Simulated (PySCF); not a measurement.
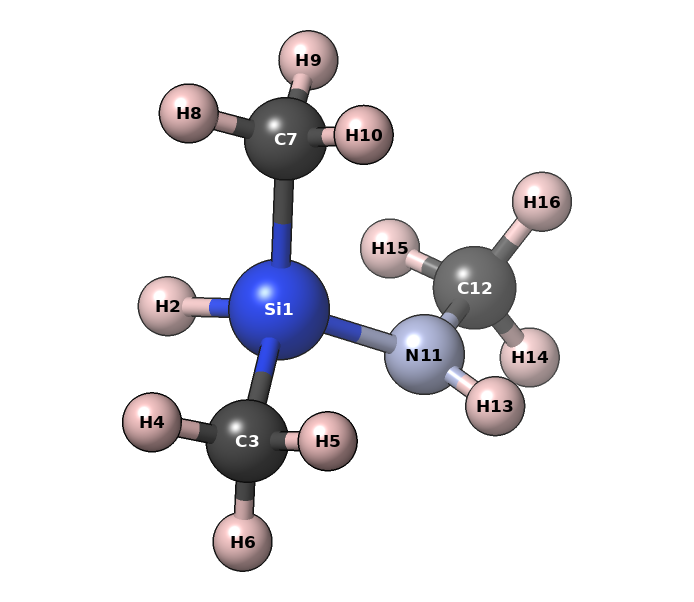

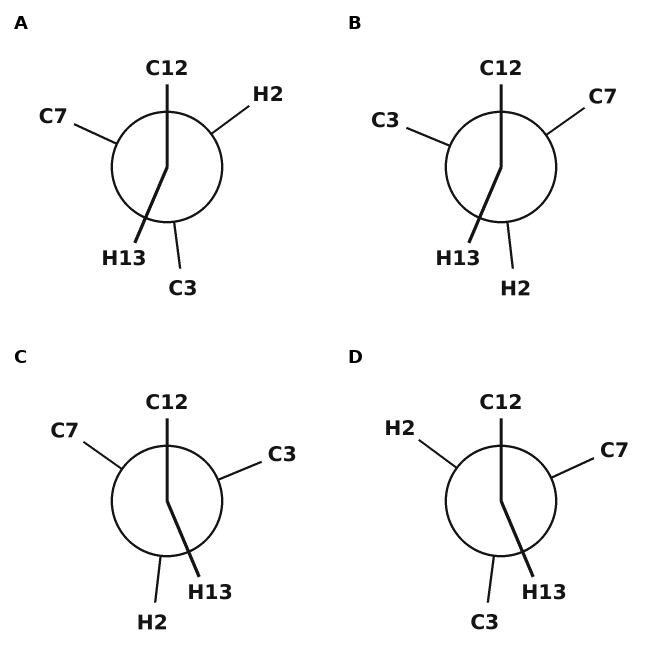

Depth is shown by fading: the farther an atom, the more it takes the colour of the background. Bonds that would overlap in a projection are set slightly apart. The geometry was computed by an optimisation with PBE0-D3(BJ)/def2-SVP. No frequency run is at hand to confirm it as a minimum.

Question: Which Newman projection shows the view along N11–Si1, with N11 in front?

Answer: A. The torsion angle C12–N11–Si1–C3 is 173°, antiperiplanar (anti).
